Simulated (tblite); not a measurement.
System: H₃Ge (anion, charge -1), singlet: map of symmetric stretch and umbrella angle. Scanned: Ge-H bond length and angle between the Ge-H bonds and the threefold axis (90 = planar).

Cartesian coordinates as functions of the variables (Å; names that start with a are angles):
```
Ge  0  0  0
H  r*sin(a)*cos(0*2*pi/3+0)  r*sin(a)*sin(0*2*pi/3+0)  0+r*cos(a)
H  r*sin(a)*cos(1*2*pi/3+0)  r*sin(a)*sin(1*2*pi/3+0)  0+r*cos(a)
H  r*sin(a)*cos(2*2*pi/3+0)  r*sin(a)*sin(2*2*pi/3+0)  0+r*cos(a)
```

Computed with GFN2-xTB, 300 K electronic temperature run with tblite.

Energy in eV above the lowest grid point; x is the Ge-H bond length (Å), y the angle between the Ge-H bonds and the threefold axis (90 = planar) (°).

```
y \ x    1.41   1.50   1.58   1.65   1.72   1.80   1.87   1.95      2
------  -----  -----  -----  -----  -----  -----  -----  -----  -----
130     1.137  0.476  0.198  0.088  0.054  0.078  0.117  0.177  0.269
127.20  1.045  0.413  0.147  0.039  0.000  0.011  0.036  0.077  0.159
123.20  1.050  0.450  0.194  0.080  0.025  0.009  0.006  0.015  0.077
119.20  1.195  0.621  0.367  0.239  0.159  0.104  0.065  0.033  0.072
115.20  1.461  0.913  0.657  0.509  0.392  0.286  0.200  0.118  0.129
111.20  1.833  1.317  1.059  0.883  0.719  0.546  0.400  0.255  0.234
107.20  2.290  1.822  1.570  1.361  1.133  0.873  0.651  0.431  0.372
103.20  2.801  2.411  2.187  1.943  1.631  1.253  0.936  0.627  0.526
99.20   3.310  3.042  2.903  2.635  2.199  1.662  1.229  0.819  0.676
95.20   3.728  3.615  3.667  3.443  2.792  2.043  1.483  0.975  0.794
90      3.957  3.958  4.237  4.333  3.242  2.288  1.631  1.059  0.857
```

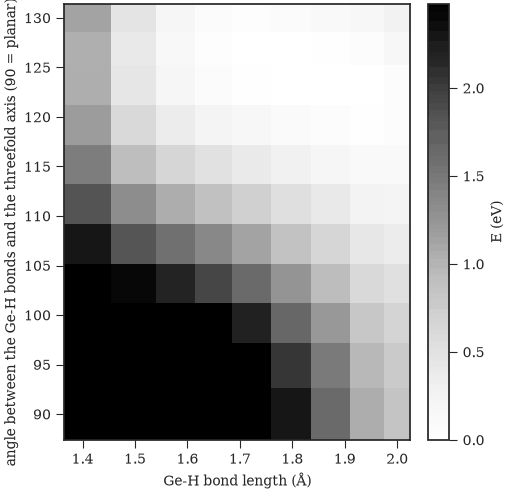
*Energy surface, cut off at 2 eV.*

Points that lie below all their neighbours on the grid: x = 1.72, y = 127.20 (0.000 eV); x = 1.87, y = 123.20 (0.006 eV). The lowest path on the grid from the first to the second passes x = 1.80, y = 123.20 at 0.009 eV.
